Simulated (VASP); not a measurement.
Band structure of Be5Au (sg216). Calculation: PBEsol GGA with spin-orbit coupling, VASP's PBE PAW potentials (set 64) (plane waves; VASP).

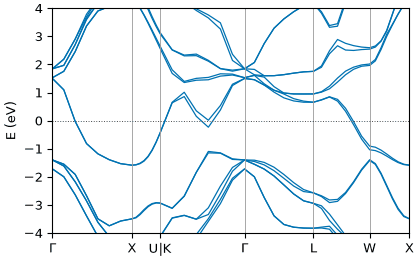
Figure: Bands along high-symmetry lines, zero at the valence-band maximum or, without a gap, the Fermi level

Task: Read the plot: is there a gap, and where are the band edges?

Result: It has no gap at this level: it comes out as a metal or semimetal.

The compound is Be5Au in the sg216 structure. It was relaxed first.
